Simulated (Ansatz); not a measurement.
**HF/6-31G(d) (spherical functions) run of Si2H6O2 (SMILES O[SiH2][SiH2]O)**

Aim: the electronic atomisation energy of Si2H6O2 at HF/6-31G* (spherical functions), from 4 runs. 

Program for the calculation: Ansatz 0.2.0.

48 further runs of the same task are left out: 48 set aside as unsound or not needed.

**1. The molecule**

Si2H6O2 has 10 atoms, charge 0, and is taken as a singlet. SMILES: `O[SiH2][SiH2]O`. The coordinates come from a PBE0-D4/def2-TZVP relaxation. This is one conformer, not always the lowest.

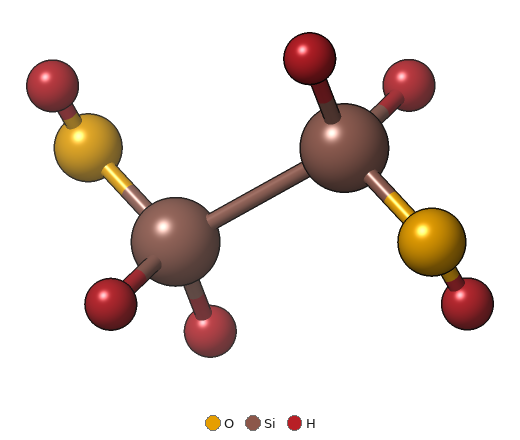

Viewed from a chosen angle; oxygen amber, silicon brown, hydrogen red.

**2. The energy at HF/6-31G(d) (spherical functions)**

run.yaml

```yaml
crystal:
  periodic: [false, false, false]
  atoms:
    - {symbol: O, position_ang: [-1.023300, 1.887700, 1.029000]}
    - {symbol: Si, position_ang: [0.114300, 0.686000, 0.959700]}
    - {symbol: Si, position_ang: [-0.148600, -0.673600, -0.947700]}
    - {symbol: O, position_ang: [0.987200, -1.877000, -1.014900]}
    - {symbol: H, position_ang: [-1.013300, 2.545500, 0.332800]}
    - {symbol: H, position_ang: [-0.079100, -0.112900, 2.199100]}
    - {symbol: H, position_ang: [1.498300, 1.246700, 0.986300]}
    - {symbol: H, position_ang: [-1.533500, -1.232000, -0.975500]}
    - {symbol: H, position_ang: [0.047500, 0.124300, -2.187300]}
    - {symbol: H, position_ang: [0.975700, -2.534100, -0.318000]}
basis:
  gaussian:
    orbitals: 6-31G_st_-spherical.json
hamiltonian:
  xc: hf
accuracy: high
output:
  orbitals: {seedname: orbitals}
```

The basis set 6-31G* is read from a file made from the Basis Set Exchange's data (not shown).

Started as:

```sh
$ ansatz run run.yaml --threads 1 --pin off --max-ram 3480MiB --events-out events.jsonl --progress --plain --runs-dir runs
```

Standard output:

```text
Warning: RAYON_NUM_THREADS=1 ignored (pool sized by the plan → 1); use --threads N
Functional definition: HF
  name "HF"
  exchange = exact_x
  correlation = 0
1719 factors; integrals over basis functions are off by at most 8.4e-9 eV
mean field evaluation 1: about -19890.3465 eV, gradient 4.3e1 eV
mean field evaluation 2: about -19890.4564 eV, gradient 4.3e1 eV
mean field evaluation 4: about -19894.3154 eV, gradient 3.0e0 eV
mean field evaluation 8: about -19894.3577 eV, gradient 8.8e-2 eV
mean field -19894.35776890 eV, -731.1041631269 hartree, gradient 4.4e-8 eV, S^2 0.000000; 0 other end points of the search recorded, 0 dependent functions left out
reference -19894.35776890 eV, -731.1041631269 hartree; 25, 25 occupied and 51, 51 virtual orbitals, 1719 factors
Total energy: -19894.35776890 eV, -731.1041631269 hartree
```

It took 2 s on 1 thread of Arm Neoverse V1, shared host; peak memory 0.19 GiB.

**3. The H atom**

run.yaml

```yaml
crystal:
  periodic: [false, false, false]
  atoms:
    - {symbol: H, position_ang: [0.000000, 0.000000, 0.000000]}
basis:
  gaussian: {orbitals: "6-31G*"}
magnetization: {spin_polarized: true, initial_magnetization: 1}
hamiltonian: {xc: hf}
accuracy: high
```

Started as:

```sh
$ ansatz run run.yaml --threads 1 --pin off --max-ram 3480MiB --events-out events.jsonl --progress --plain --runs-dir runs
```

Standard output:

```text
Warning: RAYON_NUM_THREADS=1 ignored (pool sized by the plan → 1); use --threads N
[... 4 set-up lines as earlier in the session ...]
3 factors; integrals over basis functions are off by at most 5.4e-10 eV
mean field evaluation 1: about -13.5385 eV, gradient 1.4e0 eV
mean field evaluation 2: about -13.5385 eV, gradient 1.4e0 eV
mean field evaluation 4: about -13.5577 eV, gradient 3.5e-5 eV
mean field evaluation 8: about -13.5576 eV, gradient 2.4e-12 eV
mean field -13.55760813 eV, -0.4982329092 hartree, gradient 4.4e-8 eV, S^2 0.750000; 0 other end points of the search recorded, 0 dependent functions left out
reference -13.55760813 eV, -0.4982329092 hartree; 1, 0 occupied and 1, 2 virtual orbitals, 3 factors
Total energy: -13.55760813 eV, -0.4982329092 hartree
```

Wall time 0.04 s (1 thread of Arm Neoverse V1, shared host).

**4. The O atom at the same level**

job.yaml

```yaml
basis:
  gaussian:
    orbitals: 6-31G_st_-spherical.json
crystal:
  periodic: [false, false, false]
  atoms:
    - symbol: O
      position_ang: [0.000000, 0.000000, 0.000000]
magnetization:
  spin_polarized: true
  initial_magnetization: 2
hamiltonian:
  xc: hf
accuracy: high
```

The basis set 6-31G* is read from a file made from the Basis Set Exchange's data (not shown).

Run the same way, it converges to -74.78318 Eh (log not shown).

**5. The Si atom at the same level**

job.yaml

```yaml
crystal:
  periodic: [false, false, false]
  atoms:
    - symbol: Si
      position_ang: [0.000000, 0.000000, 0.000000]
basis:
  gaussian: {orbitals: 6-31G_st_-spherical.json}
magnetization: {spin_polarized: true, initial_magnetization: 2}
hamiltonian: {xc: hf}
accuracy: high
```

The basis set 6-31G* is read from a file made from the Basis Set Exchange's data (not shown).

Started as:

```sh
$ ansatz run job.yaml --threads 1 --pin off --max-ram 3480MiB --events-out events.jsonl --progress --plain --runs-dir runs
```

Standard output:

```text
Warning: RAYON_NUM_THREADS=1 ignored (pool sized by the plan → 1); use --threads N
[... 4 set-up lines as earlier in the session ...]
141 factors; integrals over basis functions are off by at most 2.6e-9 eV
mean field evaluation 1: about -7859.3177 eV, gradient 3.5e0 eV
mean field evaluation 2: about -7859.3222 eV, gradient 3.5e0 eV
mean field evaluation 4: about -7859.4938 eV, gradient 1.0e-1 eV
mean field evaluation 8: about -7859.4922 eV, gradient 1.9e-8 eV
mean field evaluation 16: about -7859.4911 eV, gradient 1.0e-1 eV
mean field evaluation 32: about -7859.4922 eV, gradient 4.2e-3 eV
mean field -7859.49224410 eV, -288.8310126155 hartree, gradient 2.1e-8 eV, S^2 2.005964; 2 other end points of the search recorded, 0 dependent functions left out
reference -7859.49224410 eV, -288.8310126155 hartree; 8, 6 occupied and 10, 12 virtual orbitals, 141 factors
Total energy: -7859.49224410 eV, -288.8310126155 hartree
```

Wall time 0.08 s (1 thread of Arm Neoverse V1, shared host).

**6. Results**

At HF/6-31G* (spherical functions):

```
                     quantity          value
       molecule: total energy  -731.10416 Eh
        molecule: HOMO energy      -10.36 eV
        molecule: LUMO energy        2.54 eV
      molecule: HOMO–LUMO gap       12.90 eV
         H atom: total energy    -0.49823 Eh
                 H atom: ⟨S²⟩          0.750
         O atom: total energy   -74.78318 Eh
                 O atom: ⟨S²⟩          2.006
        Si atom: total energy  -288.83101 Eh
                Si atom: ⟨S²⟩          2.006
electronic atomisation energy      24.120 eV
```

**Reading.** Taking the molecule apart into free atoms costs 24.12 eV (2327 kJ/mol), before zero-point energy and without spin-orbit coupling. Hartree–Fock lacks the correlation of the bonding pairs, which as a rule makes this value much too low; in minimal bases other errors can mask that.
